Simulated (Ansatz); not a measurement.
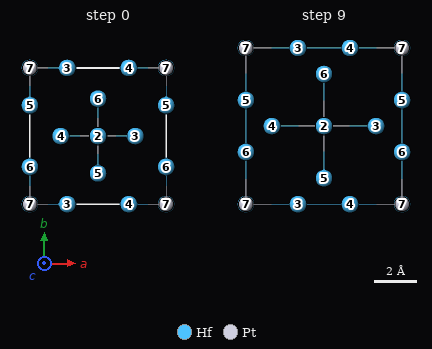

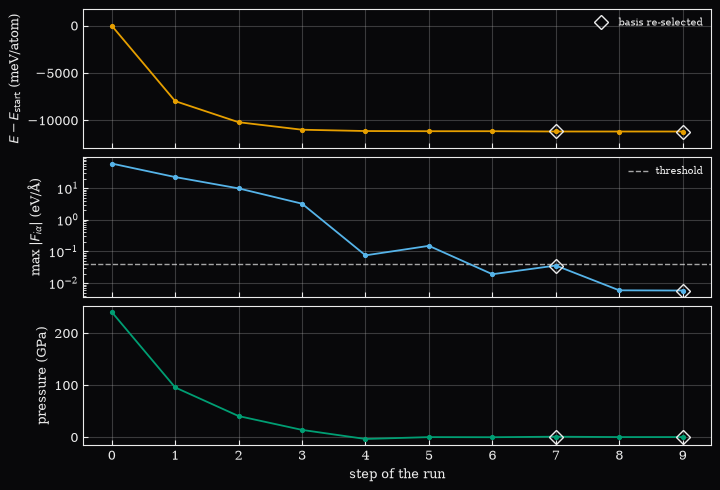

First and last geometry of a relaxation of a crystal of Hf6Pt (a generated structure, set up in Im-3m) (coarse preliminary run), with the history of the run. Style: ball-and-stick. Shown: the conventional cell (2 times the calculation's cell), along the c axis. Lengths and directions refer to the drawn axes.

Theory: DFT PBE, scalar-relativistic, plane waves, PAW in Ansatz 0.2.0. (plane-wave cutoff 420 eV; k-point mesh 4 × 4 × 4; occupations gaussian; smearing width 0.1 eV; no spin polarisation; cell and atoms relaxed; force threshold 0.04 eV/Å; at most 70 steps)

Question: Read the history and describe the run.

Answer: It converged. The largest moves relative to the cell, 0.44 Å, are those of Hf atoms. Pt stays in place. The drawn cell changes as follows: a = b = c 6.488 → 7.438 Å (+14.6 %); the volume changes by +50.7 %. Among the contacts that change: Hf–Hf 2.517 → 3.511 Å, Hf–Pt 1.780 → 2.482 Å, Hf–Hf 2.928 → 2.473 Å. The space group stays Im-3m (No. 229). Over 7 accepted moves (9 points after the start) the energy falls by 11169 meV per atom. Largest force component: 60 eV/Å at the start, 0.0058 eV/Å at the end. The pressure goes from 240.92 to 0.29 GPa. The SCF was repeated twice at an unchanged geometry on a basis and grid sized afresh for the cell, which shifted the energy by 30.5 meV per atom at most. Cost: 3.2 min on 1 thread of Intel(R) Xeon(R) Processor @ 2.50GHz (Skylake/Cascade Lake), on a shared host, peak memory 0.59 GiB.
